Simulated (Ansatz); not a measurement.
# A computed series for CuAu: response to strain

The parent structure is CuAu (space group P4/mmm, No. 123; a = 2.813 Å, c = 3.593 Å; relaxed with 0.1 eV smearing).

Strains are applied to the cell and any free atomic positions relax.

The values are results of Ansatz (a quantum-chemistry and plane-wave program) PBEsol, scalar-relativistic without spin-orbit coupling, not measurements.

Notes on the quantities. energy relative to the base: free energy F.

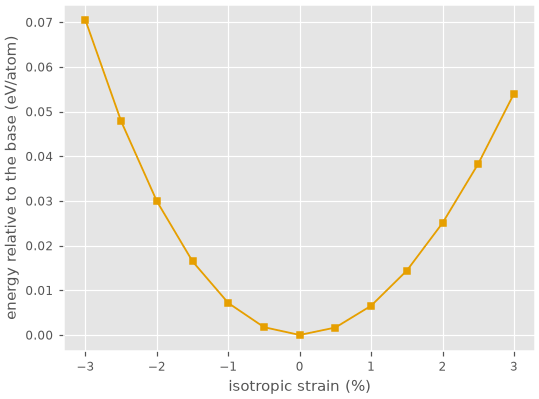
Energy relative to the base against isotropic strain

Problem. From the plot, what is the energy relative to the base for isotropic strain −1.50 %?

Solution. About 0.016 eV/atom.

Problem. Is the trend monotonic over the range shown?

Solution. No, it turns within the range, spanning 0 meV/atom to +70 meV/atom.

No phonon test of stability was made. The final runs are not spin-polarised.
